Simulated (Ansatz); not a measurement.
# Cl2H2Sn: a dynamics run in two tries

Aim: a short trajectory for this system. SMILES of the start: [Cl][SnH2][Cl].

Method: RKS PBE-D4/def2-SVP, in Ansatz 0.2.0.

### 1 The structure to begin with

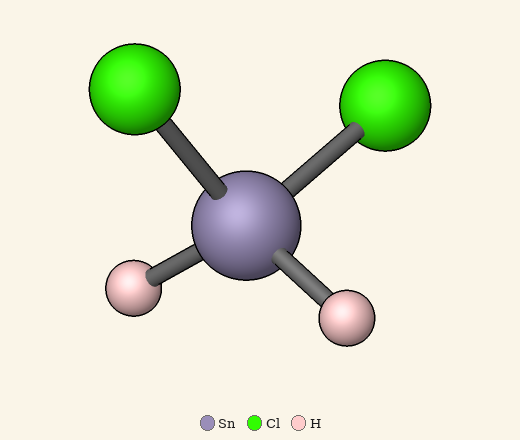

Start, viewed from a free direction; tin purple, chlorine green, hydrogen pink.

As a file:

```xyz
5

Sn    0.0150   -0.0269   -0.0236
Cl    0.0155   -0.0265    2.3335
H     1.6870    0.1995   -0.5203
Cl   -1.0884    1.8884   -0.8037
H    -0.9528   -1.3765   -0.4927
```

### 2 First attempt

input.yaml

```yaml
crystal:
  periodic: [false, false, false]
  atoms:
    - { symbol: Sn, position_ang: [0.015013, -0.026879, -0.023639] }
    - { symbol: Cl, position_ang: [0.0155, -0.02647, 2.333499] }
    - { symbol: H, position_ang: [1.687008, 0.199472, -0.520338] }
    - { symbol: Cl, position_ang: [-1.088406, 1.888447, -0.80366] }
    - { symbol: H, position_ang: [-0.952768, -1.376508, -0.492679] }
basis:
  gaussian: { orbitals: def2-SVP }
hamiltonian:
  xc: pbe
  dispersion: d4
md:
  timestep: 1.0
  n_steps: 25
  ensemble: nvt_langevin
  temperature: 300.0
  initial_velocities: maxwell_boltzmann
  seed: 162720
  friction: 0.02
  dt: 0.5
```

Run with:

```console
> ansatz run input.yaml --threads 1 --pin off --max-ram 2048MiB --backend cpu --events-out ev --progress --plain --runs-dir out
```

The log of the run:

```text
Error: YAML parse error: error: line 22 column 3: unknown field `dt`, expected one of timestep, n_steps, ensemble, temperature, temperature_schedule, friction, pressure, stress_2d, fix_cell, beads, quantum_up_to, nose_hoover, initial_velocities, initial_site_velocities, seed, constraints, density_extrapolation, masses
  --> <input>:22:3
   |
20 |   seed: 162720
21 |   friction: 0.02
22 |   dt: 0.5
   |   ^ unknown field `dt`, expected one of timestep, n_steps, ensemble, temperature, temperature_schedule, friction, pressure, stress_2d, fix_cell, beads, quantum_up_to, nose_hoover, initial_velocities, initial_site_velocities, seed, constraints, density_extrapolation, masses
```

It took 0.02 s on 1 thread of Arm Neoverse V1, shared host; peak memory 0.022 GiB.

### 3 Diagnosis

Nothing was computed: the input was turned down at the start. It says: «line 22 column 3: unknown field `dt`, expected one of timestep, n_steps, ensemble, temperature, temperature_schedule, ...»

One key bears a name from other programs (dt, n_images) that this one doesn't know.

Fix: use md.timestep or neb.images.

### 4 The mended input

input.yaml, as its differences from that of step 2:

```diff
@@ -15,3 +15,3 @@
   timestep: 1.0
-  n_steps: 25
+  n_steps: 150
   ensemble: nvt_langevin
@@ -21,2 +21 @@
   friction: 0.02
-  dt: 0.5
```

Run with:

```console
> ansatz run input.yaml --threads 1 --pin off --max-ram 2048MiB --backend cpu --events-out ev --progress --plain --runs-dir out
```

The limit on steps is raised as well. From its log:

```text
md step     0: t =     0.00 fs  T =   240.0 K  F+E_penalty+E_count = -30892.84820389 eV  E_kin = 0.155112 eV  (23 SCF iters)
md step     1: t =     1.00 fs  T =   283.6 K  F+E_penalty+E_count = -30892.84266547 eV  E_kin = 0.183311 eV  (23 SCF iters, 3 dispersion substeps)
md step     2: t =     2.00 fs  T =   254.7 K  F+E_penalty+E_count = -30892.82686373 eV  E_kin = 0.164626 eV  (23 SCF iters, 3 dispersion substeps)
[...]
md step   148: t =   148.00 fs  T =   402.2 K  F+E_penalty+E_count = -30892.76522336 eV  E_kin = 0.259930 eV  (23 SCF iters, 3 dispersion substeps)
md step   149: t =   149.00 fs  T =   468.5 K  F+E_penalty+E_count = -30892.77401132 eV  E_kin = 0.302779 eV  (23 SCF iters, 3 dispersion substeps)
md step   150: t =   150.00 fs  T =   448.9 K  F+E_penalty+E_count = -30892.78097374 eV  E_kin = 0.290106 eV  (24 SCF iters, 3 dispersion substeps)
```

Wall time 4.6 min (1 thread of Arm Neoverse V1, shared host); peak memory 0.12 GiB.

With the input mended the run goes through: 150 steps, ending at 449 K.

### 5 Outcome

```
 quantity                                                                               value
first try                                                                             refused
    cause  one key bears a name from other programs (dt, n_images) that this one doesn't know
```

What this shows: The fault in the first input was caught at the input check and cost nothing.
